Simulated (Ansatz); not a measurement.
# Ge2HF+ (doublet): one geometry, many settings

Aim: run Ge2HF+ (doublet) at one geometry under a spread of methods and options, and see what each costs and gives.

Program: Ansatz 0.2.0, Gaussian basis. Level of theory: the settings change from run to run. These are calculated values, not measurements.

12 further runs of the same task are left out: 5 that didn't finish, 7 set aside as unsound or not needed. Runs told in other sessions of the task aren't counted.

## (1) The system

The geometry is a PBE0/def2-TZVP stationary point (not a proven minimum) of the parent state, kept for this charge and spin. No spin-orbit coupling is included. The filled d shell of Ge may be among the frozen orbitals whatever the setting's name suggests.

4 atoms, charge 1, spin multiplicity 2.

Atoms are counted from 1 here; the program's logs count them from 0.

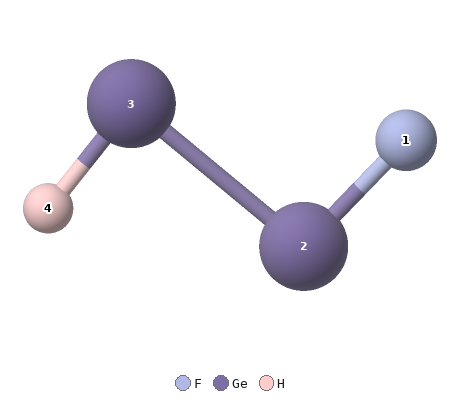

The geometry (fluorine light blue, germanium purple, hydrogen pink); atoms are numbered from 1 in the order of the file.

## (2) HF (ROHF)/STO-3G

in.yaml

```yaml
crystal:
  periodic: [false, false, false]
  atoms:
    - {symbol: F, position_ang: [0.000000, -1.270593, 1.599859]}
    - {symbol: Ge, position_ang: [0.000000, 0.428948, 1.113286]}
    - {symbol: Ge, position_ang: [0.000000, -0.116879, -1.506780]}
    - {symbol: H, position_ang: [0.000000, 1.458985, -1.797121]}
basis:
  gaussian: {orbitals: STO-3G}
total_charge: 1
magnetization: {spin_polarized: false, initial_magnetization: 1}
hamiltonian: {xc: hf, pseudopotentials: {relativity: scalar}}
output: {forces: true, orbitals: {seedname: orbitals}}
```

Command:

```bash
$ ansatz run in.yaml --threads 1 --pin off --events-out ev --progress --plain --max-ram 2393MiB
```

The program printed:

```text
Functional definition: HF
  name "HF"
  cite "Fock, Z. Phys. 61, 126 (1930) doi:10.1007/BF01340294"
  parent pbe
  exchange = exact_x
  correlation = 0
438 factors; integrals over basis functions are off by at most 4.9e-5 eV
mean field evaluation 1: about -115250.5255 eV, gradient 2.5e1 eV
mean field evaluation 2: about -115250.5631 eV, gradient 2.5e1 eV
mean field evaluation 4: about -115254.8174 eV, gradient 3.9e0 eV
mean field evaluation 8: about -115255.0718 eV, gradient 1.1e-1 eV
mean field evaluation 16: about -115245.7050 eV, gradient 1.6e1 eV
mean field evaluation 32: about -115245.5476 eV, gradient 1.4e1 eV
mean field -115255.07102840 eV, -4235.5457376008 hartree, gradient 4.7e-5 eV, S^2 0.750000; 0 other end points of the search recorded, 0 dependent functions left out
the calculation of the forces begins
reference -115255.07102840 eV, -4235.5457376008 hartree; 37, 36 occupied and 5, 6 virtual orbitals, 438 factors
Total energy: -115255.07102840 eV, -4235.5457376008 hartree
Relativity: scalar
Atom 0 at     0.000000    -1.270593     1.599859 Å, force    -0.000000     4.234699    -0.862363 eV/Å
Atom 1 at     0.000000     0.428948     1.113286 Å, force     0.000000    -4.764108     0.942147 eV/Å
Atom 2 at     0.000000    -0.116879    -1.506780 Å, force    -0.000000     2.917566     0.010569 eV/Å
Atom 3 at     0.000000     1.458985    -1.797121 Å, force     0.000000    -2.388156    -0.090353 eV/Å
Dipole moment:    -0.000000     0.319750    -0.242425 e Å
```

It took 1.1 s on 1 thread of Arm Neoverse V2, shared host.

## (3) NEVPT2(9,5)/STO-3G

Edit in.yaml of step 2 so:

```diff
@@ -11,3 +11,2 @@
 magnetization: {spin_polarized: false, initial_magnetization: 1}
-hamiltonian: {xc: hf, pseudopotentials: {relativity: scalar}}
-output: {forces: true, orbitals: {seedname: orbitals}}
+correlation: {method: sc_nevpt2, electrons: outside_noble_gas, active_space: {window: {electrons: 9, orbitals: 5}}}
```

The command is unchanged.

The program printed, shortened:

```text
Functional definition: HF
  name "HF"
  cite "Fock, Z. Phys. 61, 126 (1930) doi:10.1007/BF01340294"
  parent pbe
[...]
438 factors; integrals over basis functions are off by at most 4.9e-5 eV
[...]
mean field -114338.63039984 eV, -4201.8671656867 hartree, gradient 2.1e-6 eV, S^2 0.750000; 5 other end points of the search recorded, 0 dependent functions left out
reference -114338.63039984 eV, -4201.8671656867 hartree; 37, 36 occupied and 5, 6 virtual orbitals, 438 factors
state -114338.63039984 eV, -4201.8671656867 hartree
state -114338.63039984 eV, -4201.8671656867 hartree; corrected -114340.81053755 eV, -4201.9472842698 hartree
WARN: 4 active orbitals are nearly empty or full. The corrections depend on them more than the energy does, and are more stable in an active space without them
Total energy: -114340.81053755 eV, -4201.9472842698 hartree
```

It took 2.6 s on 1 thread of Arm Neoverse V2, shared host.

From the report: 4 determinants; active occupations 2.00, 2.00, 2.00, 2.00, 1.00. The report marks this result as in doubt.

## (4) BCCD(T) on ROHF/6-31G

Edit in.yaml of step 3 so:

```diff
@@ -8,5 +8,6 @@
 basis:
-  gaussian: {orbitals: STO-3G}
+  gaussian: {orbitals: 6-31G}
 total_charge: 1
 magnetization: {spin_polarized: false, initial_magnetization: 1}
-correlation: {method: sc_nevpt2, electrons: outside_noble_gas, active_space: {window: {electrons: 9, orbitals: 5}}}
+correlation: {method: bccd_t, electrons: outside_noble_gas}
+scf: {omitted_lower_state_checks: [cluster_reference]}
```

Same command.

The program printed, shortened:

```text
Functional definition: HF
  name "HF"
  cite "Fock, Z. Phys. 61, 126 (1930) doi:10.1007/BF01340294"
  parent pbe
[...]
613 factors; integrals over basis functions are off by at most 5.3e-4 eV
[...]
mean field -115642.01659097 eV, -4249.7657247438 hartree, gradient 1.5e-6 eV, S^2 0.750000; 8 other end points of the search recorded, 0 dependent functions left out
29 core orbitals not correlated: weight in the atoms' cores, before any rotation towards them, 0.957 or more for the frozen orbitals, at most 0.046 for the correlated occupied ones
reference -115642.01659097 eV, -4249.7657247438 hartree; 8, 7 occupied and 32, 33 virtual orbitals, 613 factors
second order -5.60672809 eV of doubles, -0.09318282 eV of singles
cycle   1  -5.78726398 eV  change   -8.4e-2 eV  update   1.2e-1
[...]
cycle  13  -6.21991425 eV  change    5.9e-6 eV  update   1.5e-5
perturbative correction -0.18928475 eV, -0.0069560864 hartree
Total energy: -115648.42578997 eV, -4250.0012584630 hartree
Checks for a lower state left out: cluster_reference
```

It took 8 s on 1 thread of Arm Neoverse V2, shared host.

From the report: correlation -6.4092 eV; largest double amplitude 0.07.

## (5) BCCD(T) on ROHF/STO-3G

Edit in.yaml of step 4 so:

```diff
@@ -8,3 +8,3 @@
 basis:
-  gaussian: {orbitals: 6-31G}
+  gaussian: {orbitals: STO-3G}
 total_charge: 1
@@ -12,2 +12,2 @@
 correlation: {method: bccd_t, electrons: outside_noble_gas}
-scf: {omitted_lower_state_checks: [cluster_reference]}
+output: {forces: true}
```

The command is unchanged.

The program printed, shortened:

```text
Functional definition: HF
  name "HF"
  cite "Fock, Z. Phys. 61, 126 (1930) doi:10.1007/BF01340294"
  parent pbe
[...]
438 factors; integrals over basis functions are off by at most 4.9e-5 eV
[...]
mean field -114338.63039984 eV, -4201.8671656867 hartree, gradient 2.1e-6 eV, S^2 0.750000; 7 other end points of the search recorded, 0 dependent functions left out
determinant -114338.63039984 eV, -4201.8671656867 hartree, with singles and doubles -114341.80783640 eV, -4201.9839343267 hartree
determinant -114337.13891272 eV, -4201.8123545460 hartree, with singles and doubles -114340.64454961 eV, -4201.9411843258 hartree
determinant -114335.49621352 eV, -4201.7519864640 hartree, with singles and doubles -114338.83401927 eV, -4201.8746485628 hartree
29 core orbitals not correlated, not the lowest: weight in the atoms' cores, before any rotation towards them, 0.932 or more for the frozen orbitals, at most 0.096 for the correlated occupied ones
reference -114338.63039984 eV, -4201.8671656867 hartree; 8, 7 occupied and 5, 6 virtual orbitals, 438 factors
second order -2.33992963 eV of doubles, -0.09781592 eV of singles
cycle   1  -3.06696677 eV  change    1.1e-1 eV  update   3.7e-2
[...]
cycle  19  -3.08017069 eV  change    5.6e-8 eV  update   3.6e-7
perturbative correction -0.41057702 eV, -0.0150884272 hartree
[...]
Total energy: -114342.12114755 eV, -4201.9954482990 hartree
Atom 0 at     0.000000    -1.270593     1.599859 Å, force     0.000000     2.887223    -0.470892 eV/Å
Atom 1 at     0.000000     0.428948     1.113286 Å, force    -0.000000    -3.329899     0.464453 eV/Å
Atom 2 at     0.000000    -0.116879    -1.506780 Å, force     0.000000     1.921828     0.084057 eV/Å
Atom 3 at     0.000000     1.458985    -1.797121 Å, force    -0.000000    -1.479152    -0.077619 eV/Å
Dipole moment:    -0.000000     0.132110    -0.078388 e Å
```

Wall time 6.5 s (1 thread of Arm Neoverse V2, shared host).

From the report: correlation -3.4907 eV; largest double amplitude 0.10.

## (6) MP2 on UHF/cc-pVDZ

Edit in.yaml of step 5 so:

```diff
@@ -8,6 +8,7 @@
 basis:
-  gaussian: {orbitals: STO-3G}
+  gaussian: {orbitals: cc-pVDZ}
 total_charge: 1
-magnetization: {spin_polarized: false, initial_magnetization: 1}
-correlation: {method: bccd_t, electrons: outside_noble_gas}
+magnetization: {spin_polarized: true, initial_magnetization: 1}
+correlation: {method: mp2, electrons: outside_noble_gas}
+scf: {lower_state_search: off}
 output: {forces: true}
```

The command is unchanged.

The program printed, shortened:

```text
Functional definition: HF
  name "HF"
  cite "Fock, Z. Phys. 61, 126 (1930) doi:10.1007/BF01340294"
  parent pbe
[...]
832 factors; integrals over basis functions are off by at most 1.1e-3 eV
[...]
mean field -115659.74172896 eV, -4250.4171115505 hartree, gradient 2.5e-6 eV, S^2 0.811400; 0 other end points of the search recorded, 0 dependent functions left out
29 core orbitals not correlated: weight in the atoms' cores, before any rotation towards them, 0.977 or more for the frozen orbitals, at most 0.027 for the correlated occupied ones
reference -115659.74172896 eV, -4250.4171115505 hartree; 8, 7 occupied and 36, 37 virtual orbitals, 832 factors
second order -8.48123431 eV of doubles, -0.00000000 eV of singles
[...]
Total energy: -115668.22296326 eV, -4250.7287911624 hartree
Atom 0 at     0.000000    -1.270593     1.599859 Å, force     0.000000     0.933767    -0.082101 eV/Å
Atom 1 at     0.000000     0.428948     1.113286 Å, force    -0.000000    -1.003643     0.902016 eV/Å
Atom 2 at     0.000000    -0.116879    -1.506780 Å, force     0.000000     0.377938    -0.676280 eV/Å
Atom 3 at     0.000000     1.458985    -1.797121 Å, force    -0.000000    -0.308062    -0.143635 eV/Å
Dipole moment:    -0.000000     0.494252    -0.286229 e Å
Checks for a lower state left out: starts, cluster_reference, orbital_swaps, neighbouring_geometries, increment
```

It took 6.5 s on 1 thread of Arm Neoverse V2, shared host.

From the report: ⟨S²⟩ of the determinant 0.811 (pure doublet: 0.75).

## (7) MP2 on UHF/cc-pVDZ

Edit in.yaml of step 6 so:

```diff
@@ -13,2 +13 @@
 scf: {lower_state_search: off}
-output: {forces: true}
```

Launched as before.

The program printed, shortened:

```text
Functional definition: HF
  name "HF"
  cite "Fock, Z. Phys. 61, 126 (1930) doi:10.1007/BF01340294"
  parent pbe
[...]
832 factors; integrals over basis functions are off by at most 1.1e-3 eV
[...]
mean field -115659.74172896 eV, -4250.4171115505 hartree, gradient 2.5e-6 eV, S^2 0.811400; 0 other end points of the search recorded, 0 dependent functions left out
29 core orbitals not correlated: weight in the atoms' cores, before any rotation towards them, 0.977 or more for the frozen orbitals, at most 0.027 for the correlated occupied ones
reference -115659.74172896 eV, -4250.4171115505 hartree; 8, 7 occupied and 36, 37 virtual orbitals, 832 factors
second order -8.48123431 eV of doubles, -0.00000000 eV of singles
Total energy: -115668.22296326 eV, -4250.7287911624 hartree
Checks for a lower state left out: stability, starts, cluster_reference, orbital_swaps, neighbouring_geometries, increment
```

Run time: 1.8 s. Hardware: 1 thread of Arm Neoverse V2, shared host.

From the report: ⟨S²⟩ of the determinant 0.811 (pure doublet: 0.75).

## (8) BCCD on ROHF/cc-pVDZ

Edit in.yaml of step 7 so:

```diff
@@ -10,4 +10,3 @@
 total_charge: 1
-magnetization: {spin_polarized: true, initial_magnetization: 1}
-correlation: {method: mp2, electrons: outside_noble_gas}
-scf: {lower_state_search: off}
+magnetization: {spin_polarized: false, initial_magnetization: 1}
+correlation: {method: bccd, electrons: outside_noble_gas, diis_vectors: 4}
```

The command is unchanged.

The program printed, shortened:

```text
Functional definition: HF
  name "HF"
  cite "Fock, Z. Phys. 61, 126 (1930) doi:10.1007/BF01340294"
  parent pbe
[...]
832 factors; integrals over basis functions are off by at most 1.1e-3 eV
[...]
mean field -115659.50125976 eV, -4250.4082744705 hartree, gradient 2.5e-6 eV, S^2 0.750000; 10 other end points of the search recorded, 0 dependent functions left out
[...]
determinant -115659.50125976 eV, -4250.4082744705 hartree, with singles and doubles -115669.08231722 eV, -4250.7603718379 hartree
determinant -115658.48699718 eV, -4250.3710010082 hartree, with singles and doubles -115668.24811463 eV, -4250.7297154582 hartree
determinant -115656.83636709 eV, -4250.3103414710 hartree, with singles and doubles -115666.53076421 eV, -4250.6666039942 hartree
29 core orbitals not correlated: weight in the atoms' cores, before any rotation towards them, 0.977 or more for the frozen orbitals, at most 0.027 for the correlated occupied ones
reference -115659.50125976 eV, -4250.4082744705 hartree; 8, 7 occupied and 36, 37 virtual orbitals, 832 factors
second order -8.66441511 eV of doubles, -0.10068033 eV of singles
cycle   1  -9.54026486 eV  change    4.1e-2 eV  update   1.8e-2
[...]
cycle  11  -9.54231091 eV  change    2.1e-6 eV  update   1.2e-5
Total energy: -115669.04357067 eV, -4250.7589479283 hartree
```

Run time: 25 s. Hardware: 1 thread of Arm Neoverse V2, shared host.

From the report: correlation -9.5423 eV; largest double amplitude 0.06.

## (9) BCCD on UHF/cc-pVDZ

Edit in.yaml of step 8 so:

```diff
@@ -10,3 +10,4 @@
 total_charge: 1
-magnetization: {spin_polarized: false, initial_magnetization: 1}
-correlation: {method: bccd, electrons: outside_noble_gas, diis_vectors: 4}
+magnetization: {spin_polarized: true, initial_magnetization: 1}
+correlation: {method: bccd, electrons: outside_noble_gas}
+scf: {omitted_lower_state_checks: [cluster_reference]}
```

The command is unchanged.

The program printed, shortened:

```text
Functional definition: HF
  name "HF"
  cite "Fock, Z. Phys. 61, 126 (1930) doi:10.1007/BF01340294"
  parent pbe
[...]
832 factors; integrals over basis functions are off by at most 1.1e-3 eV
[...]
mean field -115659.74172896 eV, -4250.4171115505 hartree, gradient 2.5e-6 eV, S^2 0.811400; 5 other end points of the search recorded, 0 dependent functions left out
29 core orbitals not correlated: weight in the atoms' cores, before any rotation towards them, 0.977 or more for the frozen orbitals, at most 0.027 for the correlated occupied ones
reference -115659.74172896 eV, -4250.4171115505 hartree; 8, 7 occupied and 36, 37 virtual orbitals, 832 factors
second order -8.48123431 eV of doubles, -0.00000000 eV of singles
cycle   1  -8.80032568 eV  change   -3.2e-1 eV  update   1.2e-1
[...]
cycle  14  -9.30511093 eV  change   -1.5e-5 eV  update   1.5e-5
Total energy: -115669.04683989 eV, -4250.7590680701 hartree
Checks for a lower state left out: cluster_reference
```

Wall time 10 s (1 thread of Arm Neoverse V2, shared host).

From the report: ⟨S²⟩ of the determinant 0.811 (pure doublet: 0.75); correlation -9.3051 eV; largest double amplitude 0.06.

## (10) CCSDT(Q)/B on UHF/STO-3G

Edit in.yaml of step 9 so:

```diff
@@ -8,6 +8,8 @@
 basis:
-  gaussian: {orbitals: cc-pVDZ}
+  gaussian: {orbitals: STO-3G}
 total_charge: 1
 magnetization: {spin_polarized: true, initial_magnetization: 1}
-correlation: {method: bccd, electrons: outside_noble_gas}
-scf: {omitted_lower_state_checks: [cluster_reference]}
+correlation: {method: ccsdt_q_b, electrons: outside_noble_gas}
+accuracy: high
+scf: {lower_state_search: light}
+output: {forces: true}
```

Launched as before.

The program printed, shortened:

```text
Functional definition: HF
  name "HF"
  cite "Fock, Z. Phys. 61, 126 (1930) doi:10.1007/BF01340294"
  parent pbe
[...]
588 factors; integrals over basis functions are off by at most 4.7e-9 eV
[...]
mean field -114338.84690383 eV, -4201.8751220618 hartree, gradient 2.4e-8 eV, S^2 0.802428; 4 other end points of the search recorded, 0 dependent functions left out
29 core orbitals not correlated, not the lowest: weight in the atoms' cores, before any rotation towards them, 0.951 or more for the frozen orbitals, at most 0.072 for the correlated occupied ones
reference -114338.84690383 eV, -4201.8751220618 hartree; 8, 7 occupied and 5, 6 virtual orbitals, 588 factors
second order -2.20695247 eV of doubles, -0.00000000 eV of singles
cycle   1  -2.42802668 eV  change   -2.2e-1 eV  update   1.7e-1
[...]
cycle  40  -3.30091416 eV  change    1.2e-9 eV  update   1.4e-9
perturbative correction -0.01048256 eV, -0.0003852270 hartree
[...]
Total energy: -114342.15830055 eV, -4201.9968136467 hartree
Atom 0 at     0.000000    -1.270593     1.599859 Å, force    -0.000000     2.647776    -0.407803 eV/Å
Atom 1 at     0.000000     0.428948     1.113286 Å, force     0.000000    -3.099037     0.358235 eV/Å
Atom 2 at     0.000000    -0.116879    -1.506780 Å, force    -0.000000     1.926947     0.133058 eV/Å
Atom 3 at     0.000000     1.458985    -1.797121 Å, force     0.000000    -1.475686    -0.083490 eV/Å
Dipole moment:    -0.000000     0.129130    -0.079104 e Å
```

Wall time 27 s (1 thread of Arm Neoverse V2, shared host); peak memory 0.55 GiB.

From the report: ⟨S²⟩ of the determinant 0.802 (pure doublet: 0.75); correlation -3.3114 eV; T1 0.041; largest double amplitude 0.11.

## (11) All runs side by side

Where basis and cores are those of an earlier UCCSDT(Q)/cc-pVDZ run (-115669.3926 eV), and the records show the same count of frozen orbitals and kind of state, the miss against it is given; a blank cell means that this couldn't be shown. † marks a result that the program doubts.

```tsv
level	correlated	functions	energy (eV)	from UCCSDT(Q) (meV)	time
HF (ROHF)/STO-3G (relativity set)		42	-115255.0710		1.1 s
NEVPT2(9,5)/STO-3G †	outside noble gas	42	-114340.8105		2.6 s
BCCD(T) on ROHF/6-31G	outside noble gas	69	-115648.4258		8 s
BCCD(T) on ROHF/STO-3G	outside noble gas	42	-114342.1211		6.5 s
MP2 on UHF/cc-pVDZ	outside noble gas	73	-115668.2230	1169.7	6.5 s
MP2 on UHF/cc-pVDZ	outside noble gas	73	-115668.2230	1169.7	1.8 s
BCCD on ROHF/cc-pVDZ	outside noble gas	73	-115669.0436	349.1	25 s
BCCD on UHF/cc-pVDZ	outside noble gas	73	-115669.0468	345.8	10 s
CCSDT(Q)/B on UHF/STO-3G	outside noble gas	42	-114342.1583		27 s
```

## (12) Summary of results

| quantity | value |
| --- | --- |
| runs | 9 |
| quickest | HF (ROHF)/STO-3G (relativity set), 1.1 s |
| slowest | CCSDT(Q)/B on UHF/STO-3G, 27 s |

In words: Total energies in different bases, with other cores or another treatment of relativity can't be set against each other. «valence» and «outside noble gas» are the program's key words; the logs give how many orbitals each freezes, and for Ga to Kr the 3d shell needn't follow the word's plain sense. CCSDT(Q)/B on UHF/STO-3G took 25 times as long as HF (ROHF)/STO-3G (relativity set); the jobs differ in more than the method. Among the correlated runs with a miss given, it spans +346 to +1170 meV.
